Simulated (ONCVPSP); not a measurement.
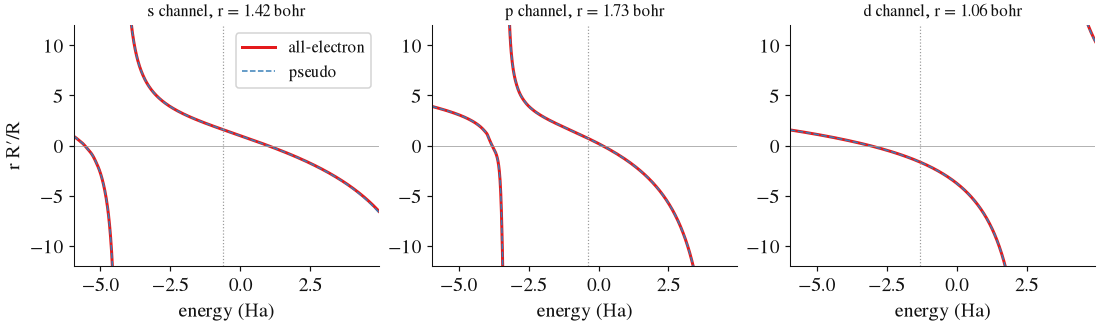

Logarithmic derivatives r R′/R at the test radius against energy, all-electron atom (solid) and pseudo-atom (dashed). Here R(r) is the radial function. The dotted line marks the reference energy of the channel.

| Quantity | Value |
| --- | --- |
| Element | Sn (Z = 50) |
| Generator | ONCVPSP 4.0.1 |
| Type | optimised norm-conserving Vanderbilt (ONCV) |
| Functional | PBE |
| Relativity | non-relativistic |
| Frozen core | [Ar] 3d10 |
| Valence charge | 22 |
| Reference configuration | 4s2 4p6 4d10 5s2 5p1 (charge +1) |
| Partial waves | 4s+5s: rc 1.40 bohr, ncon 5, nbas 9, qcut 10 1/bohr, 2 projectors; 4p+5p: rc 1.70 bohr, ncon 3, nbas 8, qcut 8.2 1/bohr, 3 projectors, debl 3.9 Ha; 4d: rc 1.05 bohr, ncon 5, nbas 10, qcut 10.5 1/bohr, 2 projectors, debl 1.7 Ha |
| Local potential | polynomial inside 1.00 bohr (lpopt 5, dvloc0 0 Ha) |
| Core correction | Teter function, fcfact 4, rcfact 1.35 |

> At which energies does the logarithmic derivative pass through zero?

s: all-electron -5.6 and 1.0 Ha, pseudo -5.6 and 1.0 Ha; p: all-electron -3.8 and 0.1 Ha, pseudo -3.8 and 0.1 Ha; d: all-electron -3.1 Ha, pseudo -3.1 Ha.

> Is there a sign of a ghost state?

The plot shows none: pseudo and all-electron curves have the same branches in all channels drawn. The separate test gives: no bound ghost flagged; GHOST(+) flagged for s at 286.6 eV.
